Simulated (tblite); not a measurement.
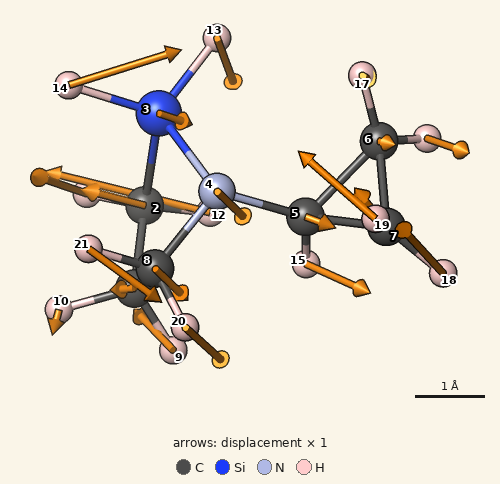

A relaxation of C6H13NSi. The starting structure is drawn; orange arrows show the displacements, at their true length. The two geometries are superimposed by the best rigid fit.

Style: ball-and-stick. Shown at a tilt.

Theory: tblite, GFN2-xTB geometry optimisation, gas phase. 

Question: Which element moves most?

Answer: Hydrogen: up to 2.51 Å, against 1.24 Å for nitrogen.

Question: What did the optimiser do to the structure, and how much energy did it gain?

Answer: An H atom moves most after the best rigid fit: 2.51 Å. Largest moves by element: H 2.51 Å, N 1.24 Å, C 1.14 Å, Si 0.72 Å. Some distances before and after: N–Si 1.795 → 1.717 Å, C–C 1.472 → 1.525 Å, C–H 1.137 → 1.092 Å, C–N 1.457 → 1.416 Å. Bond angles that change, for instance: Si–N–C 109.1° → 127.8°, Si–N–C 98.2° → 113.6°, C–C–H 111.5° → 118.8°. Groups turn about C–Si by about 55°, C–C by about 55°, C–C by about 20°. The energy falls by 1.170 eV in 147 geometry steps. The run took 1.1 s on 1 thread of Arm Neoverse V2, with other jobs on the host.
